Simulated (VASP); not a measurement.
Band structure of Be (hcp). These are revTPSS meta-GGA, VASP's PBE PAW potentials (set 64) (plane waves; VASP 6.6.1) values and carry that method's errors.

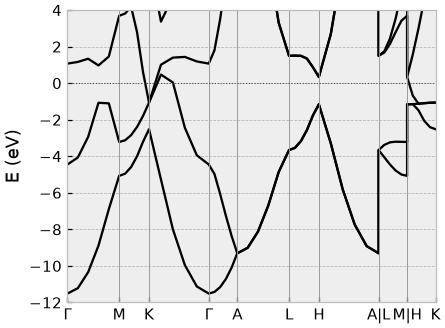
Bands along high-symmetry lines, zero at the valence-band maximum or, without a gap, the Fermi level

Question: Read the plot: is there a gap, and where are the band edges?

Answer: It has no gap at this level: it comes out as a metal or semimetal.

The compound is Be in the hcp structure. It was relaxed first.
